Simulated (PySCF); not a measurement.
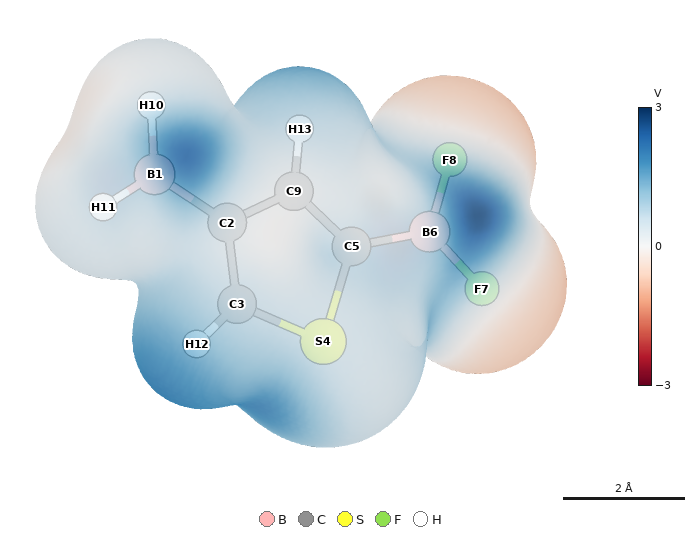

The picture shows: C₄H₄B₂F₂S (SMILES Bc1csc(B(F)F)c1). The electrostatic potential painted on the density surface at 0.004 e/bohr³, seen at a tilt; the colour scale runs from red (negative) to blue (positive).

Geometry: GFN2-xTB.

Method: PySCF, PBE0/pcSseg-1, SCF density, gas phase, non-relativistic.

```xyz
13

B    -2.2246    1.0900    0.5801
C    -1.0598    0.2374    0.0555
C    -1.1995   -0.8276   -0.8126
S     0.2653   -1.5852   -1.2263
C     1.1706   -0.4743   -0.2247
B     2.6940   -0.5407   -0.0887
F     3.4502   -1.4314   -0.7053
F     3.3651    0.3100    0.6693
C     0.3126    0.4145    0.3744
H    -2.0130    1.9747    1.3119
H    -3.3154    0.8464    0.2402
H    -2.1171   -1.1990   -1.2270
H     0.6671    1.1857    1.0354
```

Question: Where is the surface potential most negative and most positive?

Answer: The most negative region (about −0.8 V) lies over F7 and F8, the most positive (about +2.6 V) over B6.
